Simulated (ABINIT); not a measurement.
# A GW chain in ABINIT: SiC (Moissanite), part 3 of 3

How does a plane-wave GW calculation on SiC (Moissanite) run from the first input to the gap?

ABINIT 10.8.3; PBE and many-body steps on it, plane waves. Known limits of the many-body steps: not at the basis limit.

So far. Step 4 (Empty states on the mesh, 6×6×4 mesh, 167 bands): On this mesh the gap is 2.329 eV. Step 5 (Screening, 6×6×4 mesh, 159 bands, screening to 195.9 eV): Local fields lower ε∞ by 9 %.

**6. Self-energy, 6×6×4 mesh, 159 bands, screening to 195.9 eV**

The self-energy is evaluated for the states that the input lists, and the levels follow from it, in one-shot runs by the linearised quasiparticle equation.

This step: G0W0 on PBE, plane waves, norm-conserving pseudopotentials.

The input, run.abi:

```
acell 3*1.0 Angstrom
rprim 
  3.075999999976 0.000000000005 0.000000000000
  -1.537999999993 2.663894142018 0.000000000000
  0.000000000000 0.000000000000 5.048000000000
ntypat 2
znucl 14 6
natom 4
typat 1 1 2 2
xred 
  0.333333333333 0.666666666667 0.000000000000
  0.666666666667 0.333333333333 0.500000000000
  0.333333333333 0.666666666667 0.385000000000
  0.666666666667 0.333333333333 0.885000000000
pp_dirpath "pseudos"
pseudos "Si.upf, C.upf"
ecut 37
ngkpt 6 6 4
nshiftk 1
shiftk 0 0 0
kptopt 1
chksymbreak 0
istwfk *1
occopt 1
irdwfk 1
optdriver 4
nband 159
gwcalctyp 0
ecutsigx 37
symsigma 1
nkptgw 3
kptgw 
  0.0000000000 0.0000000000 0.0000000000
  0.3333333333 0.3333333333 0.0000000000
  0.5000000000 0.0000000000 0.0000000000
bdgw 
  6 10
  7 10
  7 10
ecuteps 7.2
irdscr 1
ppmodel 1
indata_prefix "in"
outdata_prefix "out"
tmpdata_prefix "tmp"
```

Launch:

```sh
> OMP_NUM_THREADS=1 mpirun -n 8 abinit run.abi > log
```

Numbers of over 12 decimals in the logs are rounded to 6 here.

The log of the run:

```text
.Version 10.8.3 of ABINIT. v10.8.2 released Aug 2026.

 Symmetries : space group P6_3 m c (#186); Bravais hP (primitive hexag.)
[... echo of the input left out ...]
== DATASET  1 ==================================================================
-   mpi_nproc: 8, omp_nthreads: 1 (-1 if OMP is not activated)

--- !DatasetInfo
iteration_state: {dtset: 1, }
dimensions: {natom: 4, nkpt: 21, mband: 159, nsppol: 1, nspinor: 1, nspden: 1, mpw: 3018, }
cutoff_energies: {ecut:  37.0, pawecutdg:  -1.0, }
electrons: {nelect:   1.60000000E+01, charge:   0.00000000E+00, occopt:   1.00000000E+00, tsmear:   1.00000000E-02, }

 SIGMA: Calculation of the GW corrections

 Based on a program developped by R.W. Godby, V. Olevano, G. Onida, and L. Reining.
 Incorporated in ABINIT by V. Olevano, G.-M. Rignanese, and M. Torrent.
.Using double precision arithmetic ; gwpc =  8

[... cell and pseudopotentials left out ...]
--------------------------------------------------------------------------------

 ==== K-mesh for the wavefunctions ====
 Number of points in the irreducible wedge :    21
[... list of points left out ...]
 Together with 12 symmetry operations and time-reversal symmetry
 yields   144 points in the full Brillouin Zone.

 ==== Q-mesh for screening function ====
 Number of points in the irreducible wedge :    21
[... list of points left out ...]
 Together with 12 symmetry operations and time-reversal symmetry
 yields   144 points in the full Brillouin Zone.

 vcoul_init : cutoff-mode = AUXILIARY_FUNCTION
 q-points for optical limit:   1
     1)      0.000010    0.000020    0.000030
 setmesh: FFT mesh size selected  =    27x   27x   54
          total number of points  =        39366

 Number of electrons calculated from density =   16.0000; Expected =   16.0000
 average of density, n =  0.057319
 r_s =    1.6089
 omega_plasma =   23.0944 [eV]

 === KS Band Gaps ===
  >>>> For spin  1
   Minimum direct gap =   4.0829 [eV], located at k-point      :   0.5000  0.0000  0.0000
   Fundamental gap    =   2.3294 [eV], Top of valence bands at :   0.0000  0.0000  0.0000
                                       Bottom of conduction at :   0.3333  0.3333  0.0000
 SIGMA fundamental parameters:
 PLASMON POLE MODEL  1
 number of plane-waves for SigmaX                 2997
 number of plane-waves for SigmaC and W            251
 number of plane-waves for wavefunctions          2997
 number of bands                                   159
 number of independent spin polarizations            1
 number of spinorial components                      1
 number of k-points in IBZ                          21
 number of q-points in IBZ                          21
 number of symmetry operations                      12
 number of k-points in BZ                          144
 number of q-points in BZ                          144
 number of frequencies for dSigma/dE                 9
 frequency step for dSigma/dE [eV]                0.25
 number of omega for Sigma on real axis              0
 max omega for Sigma on real axis  [eV]           0.00
 zcut for avoiding poles [eV]                     0.10

 EPSILON^-1 parameters (SCR file):
 dimension of the eps^-1 matrix on file            251
 dimension of the eps^-1 matrix used               251
 number of plane-waves for wavefunctions          2997
 number of bands                                   159
 number of q-points in IBZ                          21
 number of frequencies                               2
 number of real frequencies                          1
 number of imag frequencies                          1

 matrix elements of self-energy operator (all in [eV])

 Perturbative Calculation

--- !SelfEnergy_ee
iteration_state: {dtset: 1, }
kpoint     : [   0.000,    0.000,    0.000, ]
spin       : 1
KS_gap     :    4.620
QP_gap     :    5.476
Delta_QP_KS:    0.857
data: !SigmaeeData |
     Band     E0 <VxcDFT>   SigX SigC(E0)      Z dSigC/dE  Sig(E)    E-E0       E
        6   6.864 -15.055 -17.694   2.009   0.792  -0.263 -15.554  -0.499   6.364
        7   6.864 -15.055 -17.694   2.009   0.792  -0.263 -15.554  -0.499   6.364
        8   7.139 -14.882 -17.276   1.800   0.793  -0.260 -15.354  -0.472   6.667
        9  11.758 -12.188  -7.007  -4.703   0.806  -0.241 -11.803   0.385  12.144
       10  13.157 -12.746  -7.214  -5.084   0.794  -0.260 -12.390   0.356  13.513

--- !SelfEnergy_ee
iteration_state: {dtset: 1, }
kpoint     : [   0.333,    0.333,    0.000, ]
spin       : 1
KS_gap     :    6.371
QP_gap     :    7.406
Delta_QP_KS:    1.035
data: !SigmaeeData |
     Band     E0 <VxcDFT>   SigX SigC(E0)      Z dSigC/dE  Sig(E)    E-E0       E
        7   3.097 -12.979 -16.874   2.816   0.782  -0.279 -13.822  -0.843   2.254
        8   3.097 -12.979 -16.874   2.816   0.782  -0.279 -13.822  -0.843   2.254
        9   9.468  -9.842  -5.529  -4.080   0.825  -0.212  -9.650   0.192   9.660
       10  15.123 -12.291  -6.204  -5.342   0.793  -0.261 -11.700   0.591  15.714

--- !SelfEnergy_ee
iteration_state: {dtset: 1, }
kpoint     : [   0.500,    0.000,    0.000, ]
spin       : 1
KS_gap     :    4.083
QP_gap     :    4.996
Delta_QP_KS:    0.913
data: !SigmaeeData |
     Band     E0 <VxcDFT>   SigX SigC(E0)      Z dSigC/dE  Sig(E)    E-E0       E
        7   3.876 -12.725 -16.051   2.345   0.789  -0.267 -13.499  -0.774   3.103
        8   5.651 -14.535 -17.688   2.318   0.789  -0.267 -15.194  -0.659   4.991
        9   9.734 -10.592  -6.058  -4.226   0.821  -0.218 -10.339   0.254   9.987
       10  11.338 -11.767  -6.941  -4.334   0.809  -0.236 -11.368   0.399  11.737

== END DATASET(S) ==============================================================
================================================================================

 -outvars: echo values of variables after computation  --------
           etotal      0.0000000000E+00
            nband         159
             nkpt          21
          spgroup         186
 [... the other variables as echoed above ...]

 Calculation completed.
```

Wall time 18 s (8 MPI ranks of Intel Xeon 6975P-C (Granite Rapids), shared host); peak memory 2.3 GiB.

This step gave:

```
G0W0 gap on the points computed              : 2.993 eV
starting gap on the mesh                     : 2.329 eV
k of the valence top                         : 0, 0, 0
k of the conduction bottom                   : 0.3333, 0.3333, 0
Z at the valence top                         : 0.793
Z at the conduction bottom                   : 0.825
least direct G0W0 gap on the computed points : 4.996 eV
```

The gap on the mesh goes from 2.33 eV to 2.99 eV, a correction of +0.66 eV.

Limits: finite bands, cutoff and mesh. v1 is the top filled band, c1 the lowest empty one. Levels before and after the correction, in eV, zero at the valence-band top of each column:

|  | conduction bottom | valence top |
| --- | --- | --- |
| Kohn-Sham | 2.33 | 0.00 |
| G0W0 | 2.99 | 0.00 |

|  | level | energy (eV) |
| --- | --- | --- |
| Kohn-Sham | Γ v3-v2 | -0.275 |
| Kohn-Sham | Γ v1 | 0.000 |
| Kohn-Sham | Γ c1 | 4.620 |
| Kohn-Sham | Γ c2 | 6.019 |
| Kohn-Sham | (0.333 0.333 0) v2-v1 | -4.042 |
| Kohn-Sham | (0.333 0.333 0) c1 | 2.329 |
| Kohn-Sham | (0.333 0.333 0) c2 | 7.984 |
| G0W0 | Γ v3-v2 | -0.303 |
| G0W0 | Γ v1 | 0.000 |
| G0W0 | Γ c1 | 5.477 |
| G0W0 | Γ c2 | 6.846 |
| G0W0 | (0.333 0.333 0) v2-v1 | -4.413 |
| G0W0 | (0.333 0.333 0) c1 | 2.993 |
| G0W0 | (0.333 0.333 0) c2 | 9.047 |

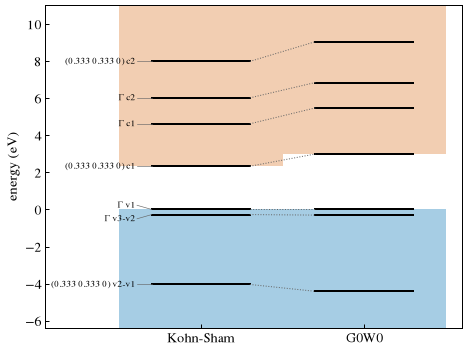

Levels before and after the correction. Shaded: valence and conduction bands.

**7. Where the time went**

Times are wall times on 8 MPI ranks of Intel Xeon 6975P-C (Granite Rapids), shared host, good to a factor of about two.

| step | time | share | memory (GiB) |
| --- | --- | --- | --- |
| ground state | 4 s | 3 % | 0.64 |
| bands along the symmetry lines | 5.6 s | 5 % | 0.63 |
| empty states on the mesh | 34 s | 28 % | 4.4 |
| screening | 63 s | 50 % | 2.1 |
| self-energy | 18 s | 14 % | 2.3 |

**8. Outcome**

```yaml
pbe_gap: 2.33 eV, indirect
g0w0_gap_on_the_mesh: 2.99 eV
gw_settings: 6×6×4 mesh, 159 bands, screening to 195.9 eV, Godby-Needs plasmon pole
known_limits: not at the basis limit
```

What this shows: G0W0 moves the gap on the mesh from 2.33 eV to 2.99 eV (+0.66 eV), with Z of 0.79 and 0.82 at the edges. Local fields lower the RPA ε∞ on this mesh from 7.49 to 6.84. Only 3 of the mesh's irreducible points were corrected, so a valley elsewhere could overtake. The dearest step here is «screening». Against experiment, by G0W0@PBE: the gap of 2.99 eV lies −0.34 eV from the measured 3.33 eV (kind not stated, quoted 2020). The calculation has static nuclei and no excitons; a measured gap holds zero-point and thermal motion, which mostly lowers it. Bands and cutoff are finite, so the gap is not at the basis limit. The miss can reach some tenths of an eV and take either sign; the mesh is an error of its own. In the G0W0 run levels were corrected at 3 k points alone, so a gap called «on the mesh» is the least over those, and an edge elsewhere would be missed.

[Paths, hosts, dates, memory and timing lines, banners, echoed tables and standing remarks are left out of the program output.]

[Logs are printed without paths, hosts, clocks, repeated set-up lines and the standing remarks that a program may print on its own settings, such as how far it seeks lower states.]

[Runs of the session that timed out or met a known fault of the program may be left out.]

[Hosts, paths, dates, database ids (printed as entryN), source tags and the programs' standing remarks are cut or masked in the printed files.]

[G0W0 gaps are taken among the corrected bands and points alone; a level outside them can change the order at an edge.]

[Where Ansatz stands beside ABINIT at settings called matched, ABINIT's density can come from a denser mesh and the files from another edition; pairs whose starting gaps differed by over 0.03 eV were left out, so agreement reads better than it is.]
